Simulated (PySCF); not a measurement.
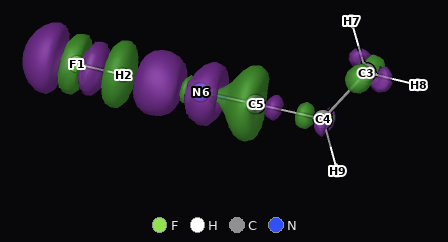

Figure. C3H4FN, SMILES `F.C=CC#N`. Density of the complex less the densities of the two fragments at the same geometry, ±0.01 e/Å³ (purple: gain, green: loss). Fragment A: HF (atoms 1–2); fragment B: H3C3N.

Level of theory: BP86/def2-SVPD (PySCF), at a geometry from GFN2-xTB.

Input script:

```python
import numpy as np
from pyscf import gto, scf, dft
from pyscf.scf import atom_ks, atom_hf
from scipy.linalg import block_diag
from pyscf.dispersion import dftd3

def solve(mol, dm0=None, hcore=None):
    mf = (dft.UKS if mol.spin else dft.RKS)(mol, xc='bp86')
    mf.grids.level = 3
    mf = mf.density_fit(auxbasis='def2-universal-jkfit')
    mf.conv_tol, mf.max_cycle = 1e-8, 80
    if hcore is not None:
        mf.get_hcore = lambda *args: hcore
    mf.kernel(dm0)
    if not mf.converged:
        mf = mf.newton().run(mf.mo_coeff, mf.mo_occ, max_cycle=30)
    assert mf.converged, 'SCF not converged'
    return mf

mol = gto.M(atom='''
F      3.28722    -0.19126     0.00000
H      2.34194    -0.05997     0.00000
C     -2.64012    -0.55591     0.00000
C     -1.79238     0.46740     0.00000
C     -0.39820     0.28811     0.00000
N      0.73996     0.15175     0.00000
H     -2.29530    -1.57705     0.00000
H     -3.70517    -0.39977     0.00000
H     -2.12197     1.49829     0.00000
''', basis='def2-svpd', charge=0, spin=0, verbose=4)
mol_a = gto.M(atom='''
F      3.28722    -0.19126     0.00000
H      2.34194    -0.05997     0.00000
ghost-C     -2.64012    -0.55591     0.00000
ghost-C     -1.79238     0.46740     0.00000
ghost-C     -0.39820     0.28811     0.00000
ghost-N      0.73996     0.15175     0.00000
ghost-H     -2.29530    -1.57705     0.00000
ghost-H     -3.70517    -0.39977     0.00000
ghost-H     -2.12197     1.49829     0.00000
''', basis='def2-svpd', charge=0, spin=0, verbose=4)
mol_b = gto.M(atom='''
ghost-F      3.28722    -0.19126     0.00000
ghost-H      2.34194    -0.05997     0.00000
C     -2.64012    -0.55591     0.00000
C     -1.79238     0.46740     0.00000
C     -0.39820     0.28811     0.00000
N      0.73996     0.15175     0.00000
H     -2.29530    -1.57705     0.00000
H     -3.70517    -0.39977     0.00000
H     -2.12197     1.49829     0.00000
''', basis='def2-svpd', charge=0, spin=0, verbose=4)
ab, a, b = solve(mol), solve(mol_a), solve(mol_b)
e_int = ab.e_tot - a.e_tot - b.e_tot
print('counterpoise-corrected interaction energy / kcal/mol', e_int * 627.5095)
def disp(atoms, charge):
    m = gto.M(atom=atoms, charge=charge, basis='sto-3g', spin=None, unit='Bohr', verbose=0)
    return dftd3.DFTD3Dispersion(m, xc='bp86', version='d3bj').get_dispersion()['energy']
e_disp = disp(mol._atom, mol.charge) - disp(mol._atom[:2], mol_a.charge) - disp(mol._atom[2:], mol_b.charge)
print('D3(BJ) part / kcal/mol', e_disp * 627.5095)
# spherically averaged free atoms, for the promolecule
atm = atom_ks.get_atm_nrks(mol, xc='bp86')
pro = block_diag(*[(atm[a[0]][2] * atm[a[0]][3]) @ atm[a[0]][2].T for a in mol._atom])
np.savez('result.npz', e_int=e_int, e_disp=e_disp, dm_a=a.make_rdm1(), dm_b=b.make_rdm1(), c=ab.mo_coeff, occ=ab.mo_occ, eps=ab.mo_energy, pro=pro, d=[f.dip_moment(verbose=0) for f in (ab, a, b)])
```

Command:

```sh
OMP_NUM_THREADS=1 python input.py
```

The run took 34 s on 1 thread of Arm Neoverse V2, on a shared host, peak memory 0.49 GiB.

Partitions, critical points and surface values were worked out afterwards from this run's density.

Question: How is the density rearranged on binding?

Answer: Hirshfeld charges show 0.057 e passing from B to A. By Hirshfeld charges, electrons gather most on F1 (−0.062 e) and leave C5 most (+0.036 e); 0.16 e is displaced in all, which induces a dipole of 1.86 D.

Question: What is the interaction energy, and which contacts carry it?

Answer: The counterpoise-corrected interaction energy of the frozen fragments is −8.9 kcal/mol without dispersion correction and −9.6 kcal/mol with D3(BJ). The pair geometry is semi-empirical, not a minimum at this level. Contacts: H2···N6, hydrogen bond, 1.62 Å, ρ = 0.058 a.u. The pose is a local one from a semi-empirical search, not shown to be the most stable.
